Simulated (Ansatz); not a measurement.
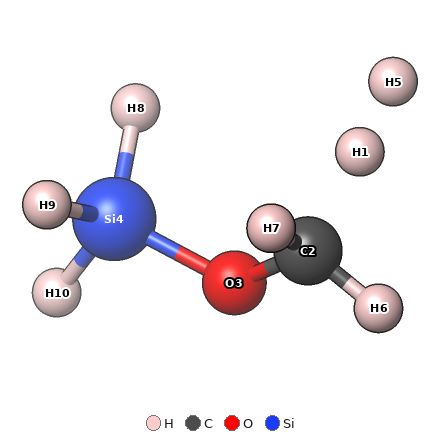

The system is the reacting system CH7OSi (fragments CH₆OSi + H where the first distance is long, H₂ + CH₅OSi where the second is long), spin multiplicity 2; the picture shows the reference structure. Coordinates scanned: (1) distance H1–H5 (bond that forms); (2) distance H1–C2 (bond that breaks). Relaxed at each point: all other coordinates. The grid has 8 × 8 points. Points are written as (first, second). Energies: kJ/mol, counted from the lowest grid point. All numbers below come from Ansatz, UKS B3LYP-D4/def2-SVP.

Its coordinates:

```xyz
10

H    -0.3032    0.7902   -1.5382
C     0.2238   -0.4431   -1.1379
O    -0.3423   -0.8296    0.0466
Si   -0.0866   -0.1078    1.5436
H    -0.6844    1.6617   -1.7726
H    -0.0661   -1.1022   -1.9680
H     1.3062   -0.2260   -1.1007
H    -0.6764    1.2604    1.5775
H     1.3797   -0.0167    1.8127
H    -0.7509   -0.9867    2.5369
```

Range: distance H1–H5 (bond that forms) from 0.666 to 1.866 Å; distance H1–C2 (bond that breaks) from 0.963 to 2.163 Å.

Predict the map.

Answer. The lowest grid point is at (0.771 Å, 2.163 Å). It lies in a valley that leaves the map towards separated partners. Other grid points that lie below all their neighbours: (1.262 Å, 1.214 Å) (34 kJ/mol higher). The energy also falls towards the edge at (1.866 Å, 1.068 Å) (28 kJ/mol above the lowest), where a further well may lie outside the range. The highest grid point, (0.666 Å, 0.963 Å), lies 347 kJ/mol above the lowest. On the interpolated surface the lowest path from the side where the first distance is long, about (1.87 Å, 1.12 Å), to the side where the second distance is long, (0.771 Å, 2.163 Å), has its top at about (1.01 Å, 1.31 Å), about 12 kJ/mol above the start and 37 kJ/mol above the end.

```
second ↓, first →  0.666  0.771  0.917  1.082  1.262  1.454  1.656  1.866
            2.163     22      0     22     81    152    219    270    303
            1.953     32      7     24     76    140    196    238    264
            1.751     49     18     27     69    120    163    193    211
            1.559     75     35     31     57     91    119    137    147
            1.379    112     59     37     43     58     71     80     85
            1.214    165     95     52     37     34     35     36     37
            1.068    246    158     94     60     44     35     30     28
            0.963    347    247    168    122     96     82     74     69
```

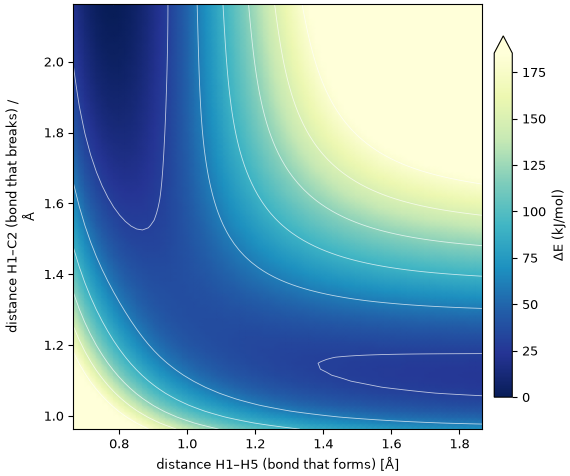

Drawn: a smooth colour map with a few white contour lines, one colour for all values above the top of the scale. Between grid points the surface is interpolated.

Each point was launched as `ansatz run input.yaml --threads 1 --pin off --max-ram 2560MiB --backend cpu --events-out ev --progress --plain --runs-dir out`. The whole map (64 points run) took 15 min on 1 thread of AMD EPYC 9R45 96-Core Processor (Zen 5), on a shared host.
